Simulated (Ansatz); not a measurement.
**RPA@PBE/aug-cc-pVTZ run of H2 (hydrogen)**

Aim: the vertical electron affinity of H2 (hydrogen) at RPA@PBE/aug-cc-pVTZ, from 2 runs. 

Program for the calculation: Ansatz 0.2.0.

13 further runs of the same task are left out: 13 set aside as unsound or not needed.

## 1. The system as given

H2: 2 atoms, total charge 0, spin state singlet. As SMILES, `[H][H]`. The shape is that of a PBE0-D4/def2-TZVP optimisation.

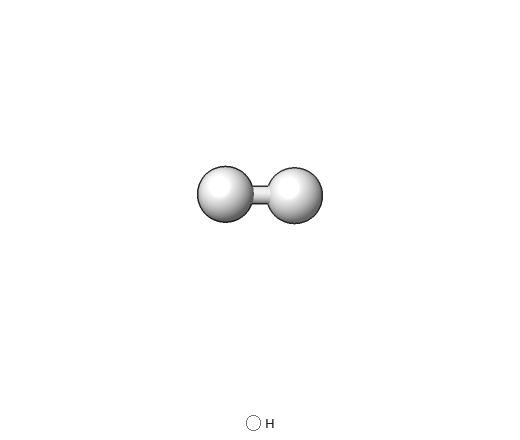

Viewed from a chosen angle; hydrogen white.

## 2. The energy at RPA@PBE/aug-cc-pVTZ

File input.yaml:

```yaml
basis:
  gaussian:
    orbitals: aug-cc-pVTZ
crystal:
  periodic: [false, false, false]
  atoms:
    - {symbol: H, position_ang: [0.319300, -0.099200, 0.165500]}
    - {symbol: H, position_ang: [-0.319300, 0.099200, -0.165500]}
hamiltonian:
  xc: {name: PBE}
correlation:
  method: rpa
  frozen_orbitals: {H: 0}
accuracy: high
```

Command:

```
$ ansatz run input.yaml --threads 1 --pin off --max-ram 3480MiB --events-out events.jsonl --progress --plain --runs-dir runs
```

Log:

```text
Warning: RAYON_NUM_THREADS=1 ignored (pool sized by the plan → 1); use --threads N
Functional definition: PBE
  name "PBE"
  parameter kappa = 0.804
  parameter beta = 0.06672455060314922
  exchange = pbe_x(kappa = kappa, mu = beta*pi^2/3)
  correlation = pbe_c(beta = beta)
520 factors; integrals over basis functions are off by at most 2.4e-9 eV
mean field evaluation 1: about -31.3619 eV, gradient 1.0e1 eV
mean field evaluation 2: about -31.3605 eV, gradient 1.0e1 eV
mean field evaluation 4: about -31.7326 eV, gradient 5.9e-2 eV
mean field evaluation 8: about -31.7325 eV, gradient 1.5e-3 eV
mean field -31.73253086 eV, -1.1661489999 hartree, gradient 7.9e-9 eV, S^2 0.000000; 0 other end points of the search recorded, 0 dependent functions left out
reference -30.80640962 eV, -1.1321146721 hartree; 1, 1 occupied and 45, 45 virtual orbitals, 520 factors
Total energy: -32.88819265 eV, -1.2086187876 hartree
```

Run time: 0.46 s. Hardware: 1 thread of Intel Xeon Platinum 8488C (Sapphire Rapids), shared host.

## 3. The doublet anion at the same level

input.yaml, as its differences from that of step 2:

```diff
@@ -1,4 +1 @@
-basis:
-  gaussian:
-    orbitals: aug-cc-pVTZ
 crystal:
@@ -8,2 +5,9 @@
     - {symbol: H, position_ang: [-0.319300, 0.099200, -0.165500]}
+basis:
+  gaussian:
+    orbitals: aug-cc-pVTZ
+total_charge: -1
+magnetization:
+  spin_polarized: true
+  initial_magnetization: 1
 hamiltonian:
```

Command:

```
$ ansatz run input.yaml --threads 1 --pin off --max-ram 3480MiB --events-out events.jsonl --progress --plain --runs-dir runs
```

Log (excerpt; [...] marks lines left out):

```text
Warning: RAYON_NUM_THREADS=1 ignored (pool sized by the plan → 1); use --threads N
[... 6 set-up lines as earlier in the session ...]
520 factors; integrals over basis functions are off by at most 2.4e-9 eV
mean field evaluation 1: about -30.9042 eV, gradient 4.3e0 eV
mean field evaluation 2: about -30.4850 eV, gradient 4.3e0 eV
mean field evaluation 4: about -30.7326 eV, gradient 1.2e-1 eV
mean field evaluation 8: about -30.7299 eV, gradient 1.6e-3 eV
mean field evaluation 16: about -30.7299 eV, gradient 2.5e-5 eV
mean field evaluation 32: about -30.7299 eV, gradient 2.7e-8 eV
mean field -30.72988511 eV, -1.1293024483 hartree, gradient 4.4e-9 eV, S^2 0.750038; 3 other end points of the search recorded, 0 dependent functions left out
reference -29.36827456 eV, -1.0792641835 hartree; 2, 1 occupied and 44, 45 virtual orbitals, 520 factors
Total energy: -31.72634459 eV, -1.1659216589 hartree
```

Run time: 2.2 s. Hardware: 1 thread of Intel Xeon Platinum 8488C (Sapphire Rapids), shared host.

## 4. Outcome

Level: RPA@PBE/aug-cc-pVTZ.

| quantity | value |
| --- | --- |
| singlet H2: total energy | -1.20862 Eh |
| singlet H2: RPA correlation energy | -76.5 mEh |
| doublet anion: total energy | -1.16592 Eh |
| doublet anion: RPA correlation energy | -86.7 mEh |
| doublet anion: ⟨S²⟩ of the reference determinant | 0.750 |
| vertical electron affinity (to the doublet anion) | -1.162 eV |

In words: The anion lies 1.16 eV (27 kcal/mol) above the neutral: the electron isn't bound at this level, and such a value depends on the basis.
